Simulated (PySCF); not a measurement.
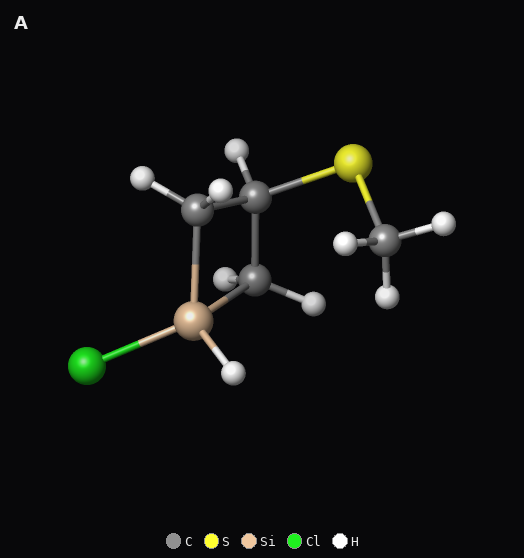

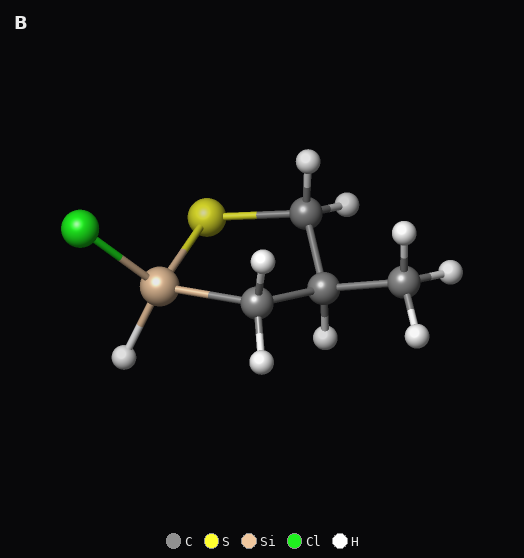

2 stationary structures of one formula. Geometries: GFN2-xTB. Electronic energies: PBE0/pcSseg-1 (PySCF 2.14.0), without zero-point energy. No frequency run is at hand to confirm each as a minimum. Each is one conformer, not always the lowest.

### Rank them by energy, lowest first.

B is lowest; A lies 41.2 kcal/mol above it. A is `CS[C@H]1C[Si@H](Cl)C1`, B is `C[C@@H]1CS[Si@H](Cl)C1`.

The geometry is semi-empirical. Around Si such bond lengths and angles can be off by a tenth of an ångström or more and by several degrees, and values that hang on the shape move with them.
